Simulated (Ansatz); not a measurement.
# SrLiH3 (model cell, started as cubic perovskite with Sr in the octahedra): a soft mode frozen in, part 3 of 3

Aim: this structure of SrLiH3 (model cell, started as cubic perovskite with Sr in the octahedra) is to be tested for unstable modes, and one is followed downhill.

Ansatz 0.2.0; DFT PBEsol, scalar-relativistic, plane waves, PAW; PAW set soft_1.

So far. Step 5 (Energy along the mode, all amplitudes (two of the runs …): The lowest of the steps tried is the last one, at 0.6 Å, 69.6 meV/atom below the parent; the bottom of the well need not coincide with a step. Step 7 (The new phase in its own primitive cell): The largest force component left is 0.13 meV/Å and the pressure is 0.000 GPa, within the tolerances set. The cell now holds 15.17 Å³/atom. The relaxed cell has a, b, c = 5.944, 8.858, 5.762 Å (conventional setting).

The structure was built from a prototype and need not be the compound's stable phase.

## (8) Modes of the new phase, k-mesh 6×6×6

A relaxed structure may still be a saddle point, so its zone-centre modes are computed. The response to a homogeneous field gives the Born charges and the dielectric tensor.

input.yaml reads:

```yaml
crystal:
  lattice:
    - [-2.9721682024, 4.4288247457, 2.8807978493]
    - [2.9721682024, -4.4288247457, 2.8807978493]
    - [2.9721682024, 4.4288247457, -2.8807978493]
  atoms:
    - { symbol: Li, position: [0.6624871972, 0.9124871972, 0.75] }
    - { symbol: Li, position: [0.3375128028, 0.0875128028, 0.25] }
    - { symbol: Sr, position: [0.0, 0.5, 0.5] }
    - { symbol: Sr, position: [0.5, 0.5, 0.0] }
    - { symbol: H, position: [0.0058268374, 0.7558268374, 0.25] }
    - { symbol: H, position: [0.9941731626, 0.2441731626, 0.75] }
    - { symbol: H, position: [0.6312226117, 0.5, 0.6312226117] }
    - { symbol: H, position: [0.3687773883, 0.5, 0.3687773883] }
    - { symbol: H, position: [0.3687773883, 0.0, 0.8687773883] }
    - { symbol: H, position: [0.6312226117, 0.0, 0.1312226117] }
kpoints:
  mp_grid: { grid: [6, 6, 6] }
hamiltonian:
  xc: pbesol
  pseudopotentials: { kind: paw, azcp: { folder: soft_1 }, xc_functional: pbe }
scf:
  occupations: { method: fixed }
output:
  eigenvalues: true
phonons:
  method: dfpt
  dielectric: true
  rigid_motions: translations
```

Started as:

```sh
$ ansatz run input.yaml --threads 8 --pin off --max-ram 16384MiB --backend cpu --events-out ev --progress --plain --runs-dir out
```

Numbers of over 12 decimals in the logs are rounded to 6 here.

Output:

```text
[...]
Crystal: 10 atoms, lattice volume = 151.682 Å³
Basis set: ecut = 420 eV, 2959 PW (Γ), exchange–correlation on 96×96×96 points (8 copies of the dense FFT grid, shifted against one another)
Bands: 26, of which v1, the nominal top of the filled ones, is band 16 counted from 1 (15 counted from 0)
Symmetry: 8 space group operations
k-points: 112 of 216 (irreducible under 1 space group operation, time reversal used)
[...]
SCF iter   1: F=—  HF=-7488.985537 eV  |F-HF|=—  |Δ(HF+E_count)|=         —  Δρ=5.33e-2  dr2=5.25e0  ethr=3.10e-3  ⟨swp⟩=5.4  Hψ=13108  notcnv=0  defer=770
[...]
SCF iter   9: F=-7487.313918 eV  HF=-7487.313918 eV  |F-HF|=2.18e-11  |Δ(HF+E_count)|=   2.05e-9  Δρ=1.84e-7  dr2=8.17e-11  ethr=1.00e-12  ⟨swp⟩=20.3  Hψ=30714  notcnv=0
SCF 1 converged in 9 iterations: F = -7487.313918 eV  dr2 = 8.17e-11
[...]
NSCF: frozen V_eff on 5 k-points
DFPT response loops at Γ: preconditioner auto → Resta (q_TF=auto, 2.105 Å⁻¹)  ε∞=6.2 (no band partly filled); β = 1.00, the filter's whole step (`scf.mixing.beta` (0.50) is not read by the response loops at its default; to damp them type it under 1.00, their step now; it binds the ground state too); Broyden in place of MSR1
── the response to a field inside a basis, on 6×6×6 k-points: an SCF that follows is theirs, and a resumed run solves both again ──
Bands: 17, of which v1, the nominal top of the filled ones, is band 16 counted from 1 (15 counted from 0)
k-points: 45 of 216
[...]
Eigensolver: Dense (45 Hₖ)
SCF iter   1: F=—  HF=-7487.308304 eV  |F-HF|=—  |Δ(HF+E_count)|=         —  Δρ=1.21e-4  dr2=6.34e-6  ethr=1.00e-1
[...]
SCF iter   3: F=-7487.308310 eV  HF=-7487.308310 eV  |F-HF|=3.70e-8  |Δ(HF+E_count)|=   2.04e-6  Δρ=5.93e-6  dr2=6.20e-8  ethr=5.56e-9
SCF 1 converged in 3 iterations: F = -7487.308310 eV  dr2 = 6.20e-8
DFPT response loops at Γ: preconditioner auto → none (the input reference at scf.mixing.eps_inf says where Resta's filter doesn't serve); β = 0.50; Broyden in place of MSR1
SCF converged after 9 iterations
Free energy (F): -7487.313918 eV
[...]
Internal energy: -7487.313918 eV  (E = F + TS)
E sigma→0 (E₀):  -7487.313918 eV
Fermi energy:    2.506525 eV
[...]
--- Band table (eV; the first three rows and the last of 112) ---
  k-point 0: bands = [... 12 lower, 0.4188, 1.8221, 2.2982, 2.5065, 4.0706, 4.8141, 4.9928, 6.8944, ... 6 higher]
  k-point 1: bands = [... 12 lower, 0.5187, 1.6752, 1.9345, 2.2051, 4.3759, 4.9650, 5.4171, 6.6448, ... 6 higher]
  k-point 2: bands = [... 12 lower, 0.7829, 1.2361, 1.3811, 1.7725, 4.8751, 5.2405, 6.1366, 6.5586, ... 6 higher]
  k-point 111: bands = [... 12 lower, 0.4826, 0.8136, 1.2497, 1.4626, 4.0977, 5.0858, 5.7265, 6.9077, ... 6 higher]
--- Phonons (Γ-DFPT): 12 representative perturbations + reference, on 112 of 216 k-points (Σ response iterations 39) ---
  k mesh reduced under 1 symmetry operation, with k and −k counted as one. Each operation leaves every solved perturbation unchanged. A smaller set is not considered because the run solves the response to a homogeneous field
  ASR residual: 3.323e-4 → 0.000e0 eV/Å²; symmetrization residual: 4.829e-7 eV/Å²
  ASR residual per site (eV/Å²): 4.03e-5 4.03e-5 3.32e-4 3.32e-4 3.90e-5 3.90e-5 2.51e-6 2.51e-6 2.51e-6 2.51e-6
  Γ frequencies (cm⁻¹): -253.90 -244.32 0.00 0.00 0.00 27.70 68.65 100.31 114.88 219.74 221.93 285.62 292.95 293.21 295.55 436.70 490.23 536.66 564.73 616.40 670.58 672.96 758.71 807.75 956.94 987.20 1097.77 1102.76 1143.85 1204.71
  ε∞ (high-frequency dielectric tensor):
        4.191428     0.000000     0.000000
        0.000000     4.039150     0.000000
        0.000000     0.000000     3.614986
  softest optical mode at Γ: -253.90 cm⁻¹; the repairs (sum rule, projections) moved no ω² at Γ by more than (3.81 cm⁻¹)²
  Born effective charges Z* (e; rows j = field, columns β = displacement):
    site 0:
         1.14728    0.00000    0.00000
         0.00000    0.76804    0.00000
        -0.00000    0.00000    0.84230
    site 1:
         1.14728    0.00000    0.00000
         0.00000    0.76804    0.00000
        -0.00000    0.00000    0.84230
    site 2:
         2.13927    0.00000    0.00000
         0.00000    2.30603   -0.09293
        -0.00000   -0.07108    1.98836
    site 3:
         2.13927    0.00000    0.00000
         0.00000    2.30603    0.09293
        -0.00000    0.07108    1.98836
    site 4:
        -0.99596    0.00000    0.00000
         0.00000   -1.12473    0.00000
        -0.00000    0.00000   -1.03456
    site 5:
        -0.99596   -0.00000    0.00000
         0.00000   -1.12473    0.00000
        -0.00000    0.00000   -1.03456
    site 6:
        -1.14529    0.00000   -0.08027
         0.00000   -0.97467    0.00000
         0.08478    0.00000   -0.89805
    site 7:
        -1.14529    0.00000   -0.08027
         0.00000   -0.97467    0.00000
         0.08478    0.00000   -0.89805
    site 8:
        -1.14529    0.00000    0.08027
         0.00000   -0.97467   -0.00000
        -0.08478    0.00000   -0.89805
    site 9:
        -1.14529    0.00000    0.08027
         0.00000   -0.97467   -0.00000
        -0.08478    0.00000   -0.89805
  Z* charge neutrality: 4.642e-3 e pre-enforcement
  solved inside a basis spanned on kpoints, on 6×6×6 k-points, its susceptibility summed on 8×10×8: ε∞ is read to err by 1.4e-2, Z* by 1.3e-2 e (field_mesh: kpoints solves on kpoints); Z* is corrected for what the basis lacks
  optical modes at Γ without the LO–TO term, one row a degenerate level:
      ω (cm⁻¹)  modes    IR ((D/Å)²/amu)
       -253.90      1           125.7818
       -244.32      1             0.0000
         27.70      1             1.1251
         68.65      1             7.1226
        100.31      1             0.3073
        114.88      1             0.0000
        219.74      1             0.0000
[...]
optical modes at Γ + LO–TO along q̂ = [1.0000, 0.0000, 0.0000]:
      ω (cm⁻¹)  modes    IR ((D/Å)²/amu)
[...]
optical modes at Γ + LO–TO along q̂ = [0.0000, 1.0000, 0.0000]:
      ω (cm⁻¹)  modes    IR ((D/Å)²/amu)
[...]
optical modes at Γ + LO–TO along q̂ = [0.0000, 0.0000, 1.0000]:
      ω (cm⁻¹)  modes    IR ((D/Å)²/amu)
[...]
616.40      1             3.8165
        670.58      1             0.0000
        672.96      1             0.0000
        684.09      1            16.8952
        758.71      1             0.0000
        901.01      1            42.5017
        956.94      1             0.0000
        987.20      1             0.0000
       1097.77      1            49.3189
       1102.76      1             0.0000
       1204.71      1             0.0000
       1225.63      1            70.3753
```

Run time: 91 s. Hardware: 8 threads of Intel Xeon at 2.60GHz (Ice Lake), shared host; peak memory 2 GiB.

Numbers from this step:

```yaml
sum_rule_residual_before_enforcement: 3.32e-4 eV/Å²
miss_of_the_charge_sum_rule: 0.004642 e
estimated_error_of_the_dielectric_tensor: 0.01423
estimated_error_of_the_born_charges: 0.01337 e
point_group: mmm
highest_optical_mode_at_the_zone_centre_no_lo_to_term: 1205 cm⁻¹
lowest_optical_zone_centre_mode: -253.9 cm⁻¹
mean_high_frequency_dielectric_constant: 3.949
largest_born_charge_third_of_the_trace: 2.145 e
top_of_the_zone_centre_spectrum_with_the_field: 1226 cm⁻¹
```

Without the LO-TO term. Patterns of degenerate modes are one choice out of their space. Modes at Γ, with each element's share of the kinetic energy (negative means imaginary):

```
mode  frequency (cm⁻¹)  symmetry  Li %  Sr %  H %
   1            -253.9       B3u     7     1   92
   2            -244.3       B1g     0     0  100
   3               0.0  acoustic     7    90    3
   4               0.0  acoustic     7    90    3
   5               0.0  acoustic     7    90    3
   6              27.7       B1u     6    92    2
   7              68.7       B2u     9    85    6
   8             100.3       B3u    59     6   36
   9             114.9        Au     0    98    2
  10             219.7       B3g    94     0    6
  11             221.9       B2g    99     0    1
  12             285.6       B2u    69    23    8
  13             292.9       B1u    75    17    8
  14             293.2       B3u    27     3   70
  15             295.6        Ag    93     0    7
  16             436.7       B3g     1     0   99
  17             490.2       B2u    15     2   83
  18             536.7        Au     0     2   98
  19             564.7       B1u     9     0   91
  20             616.4       B2u     0     1   99
  21             670.6       B3g     5     0   95
  22             673.0       B2g     1     0   99
  23             758.7        Ag     7     0   93
  24             807.8       B1u     3     0   97
  25             956.9       B2g     0     0  100
  26             987.2        Ag     0     0  100
  27            1097.8       B3u     0     1   99
  28            1102.8       B1g     0     0  100
  29            1143.8       B1u     0     1   99
  30            1204.7       B3g     0     0  100
```

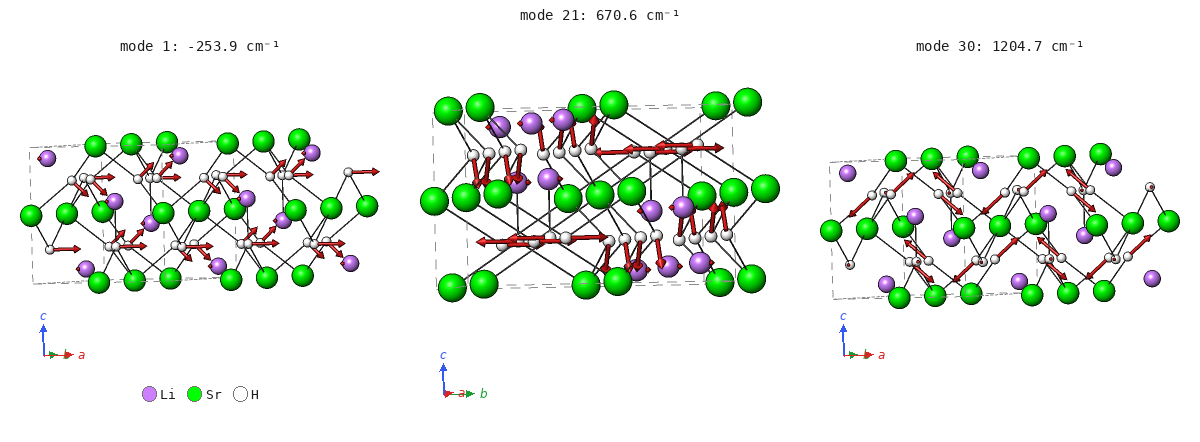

Displacement patterns of modes 1, 21 and 30 at Γ; arrows are exaggerated. Bonds to atoms that aren't drawn are left out. 2×1×1 conventional cells are drawn. Some periodic images of atoms are drawn too.

Optical modes at the zone centre, without and with the macroscopic field of the longitudinal modes; each column is sorted by frequency, so a row need not hold one and the same mode. Modes with and without the field, by row:

```
rank among optical modes  no field (cm⁻¹)  q along (1, 0, 0) (cm⁻¹)  q along (0, 1, 0) (cm⁻¹)  q along (0, 0, 1) (cm⁻¹)
                       1           -253.9                    -244.3                    -253.9                    -253.9
                       2           -244.3                      27.7                    -244.3                    -244.3
                       3             27.7                      68.7                      27.7                      52.8
                       4             68.7                      99.2                     100.3                      68.7
                       5            100.3                     114.9                     110.2                     100.3
                       6            114.9                     219.7                     114.9                     114.9
                       7            219.7                     221.9                     219.7                     219.7
                       8            221.9                     285.6                     221.9                     221.9
                       9            285.6                     287.1                     292.6                     285.6
                      10            292.9                     292.9                     292.9                     293.2
                      11            293.2                     295.6                     293.2                     295.6
                      12            295.6                     436.7                     295.6                     297.3
                      13            436.7                     490.2                     436.7                     436.7
                      14            490.2                     536.7                     536.7                     490.2
                      15            536.7                     549.6                     564.7                     536.7
                      16            564.7                     564.7                     612.3                     616.4
                      17            616.4                     616.4                     670.6                     670.6
                      18            670.6                     670.6                       673                       673
                      19              673                       673                     758.7                     684.1
                      20            758.7                     758.7                     807.8                     758.7
                      21            807.8                     807.8                     872.8                       901
                      22            956.9                     956.9                     956.9                     956.9
                      23            987.2                     987.2                     987.2                     987.2
                      24             1098                      1103                      1098                      1098
                      25             1103                      1144                      1103                      1103
                      26             1144                      1199                      1144                      1205
                      27             1205                      1205                      1205                      1226
```

Born charge (rows field, columns displacement) (e), principal values of the symmetric part by kind of site:

```
atom  atoms with these values    low  middle   high   mean
 Li1                        2   0.77    0.84   1.15   0.92
 Sr3                        2   1.97    2.14   2.33   2.14
  H5                        2  -1.12   -1.03  -1.00  -1.05
  H7                        4  -1.15   -0.97  -0.90  -1.01
```

In full for Sr3:

```
 2.14  0.00  0.00
 0.00  2.31 -0.09
 0.00 -0.07  1.99
```

High-frequency dielectric tensor:

```
4.19 0.00 0.00
0.00 4.04 0.00
0.00 0.00 3.62
```

Transverse modes; imaginary modes are left out. Lines of the infrared spectrum (strongest = 100):

```
position (cm⁻¹)  lines merged  relative intensity
             28             1                 0.8
             69             1                 5.2
            100             1                 0.2
            115             1                 0.0
            220             1                 0.0
            222             1                 0.0
            286             1                 3.2
            293             2                 2.5
            296             1                 0.0
            437             1                 0.0
            490             1                 100
            537             1                 0.0
            565             1                  49
            616             1                 2.8
            671             1                 0.0
            673             1                 0.0
            759             1                 0.0
            808             1                  21
            957             1                 0.0
            987             1                 0.0
           1098             1                  36
           1103             1                 0.0
           1144             1                  23
           1205             1                 0.0
```

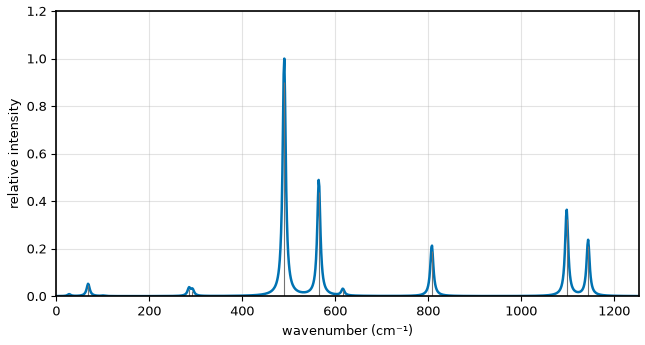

The infrared spectrum, broadened with Lorentzians of width 8 cm⁻¹; bars mark the lines.

Before it was imposed, the acoustic sum rule was missed by 3.3e-4 eV/Å² and the charge sum rule by 0.0046 e. Small misses are needed for a sound result but don't prove that mesh and cutoff are converged. The lowest optical mode is imaginary, 253.9i cm⁻¹, so the energy falls along it.

## (9) Summary of results

```yaml
unstable_mode_of_the_parent: q = (-0.5, -0.5, -0.5), 560i cm⁻¹
depth_at_the_lowest_point_sampled: 69.6 meV/atom
largest_atomic_shift_at_that_point: 0.6 Å
space_group_reached_within_0p01_a: Imma
energy_gained_over_the_parent_first_relaxation_on_the_mesh_of_the_frozen_mode: 264 meV/atom
volume_per_atom_phase_reached: 15.2 Å³
gap_on_the_k_mesh_phase_reached: 1.56 eV
lowest_optical_zone_centre_mode_phase_reached: -254 cm⁻¹
highest_optical_mode_at_the_zone_centre_no_lo_to_term_phase_reached: 1205 cm⁻¹
```

**Reading.** Along this mode the structure falls into Imma, 264 meV/atom below the parent. At the parent's cell the well is 69.60 meV/atom deep on the steps tried, with its lowest point at a shift of 0.6 Å. That is the last step tried, so the steps alone don't bracket the bottom of the well. Relaxing atoms and cell changes the gain by +194.57 meV/atom against the lowest step (energies at zero smearing). Most of the total comes from this relaxation. The new phase still has an imaginary mode at the zone centre of its cell, so it is a saddle point on the way to a lower structure. Of the 4 patterns followed to their end from this parent, this one ends 47.5 meV/atom above the lowest, R-3c. Each path keeps the symmetry of its pattern, so a lower phase may lie along a pattern not tried. The PAW files were made for PBE and serve the other functionals too. The starting cell was built on a prototype and not taken from a measurement, so the phase need not exist.

[Logs are printed without paths, hosts, clocks, repeated set-up lines and the standing remarks that a program may print on its own settings, such as how far it seeks lower states.]

[Hosts, paths, dates, database ids (printed as entryN), source tags and the programs' standing remarks are cut or masked in the printed files.]
